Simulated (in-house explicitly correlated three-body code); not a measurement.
Two electrons around a point charge Z = 4.9. Computed variationally in 260 exponentially correlated functions with an in-house code, non-relativistic, converged to about 10⁻⁷ hartree. Wanted, and plotted below: the exact exchange and correlation potentials of the ground state, from inverting its density, with the radial density dashed.

The exchange potential, minus half the Hartree potential for two paired electrons, rises from −4.49 hartree at 0.042 bohr to −1.03 at 0.97 bohr, tending to −1/r far out. The correlation potential is −0.039 hartree at the inner end, crosses zero near 0.12 bohr and has a positive maximum of 0.022 hartree near 0.26 bohr; the density peaks at 0.22 bohr. The LDA correlation potential, by contrast, is negative everywhere. The Kohn-Sham level equals minus the binding of the second electron, −247.6 eV.

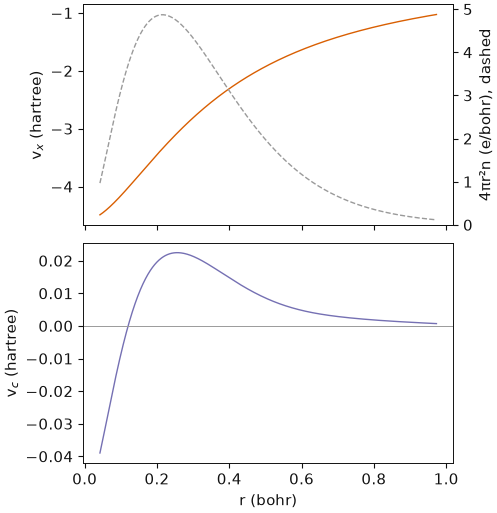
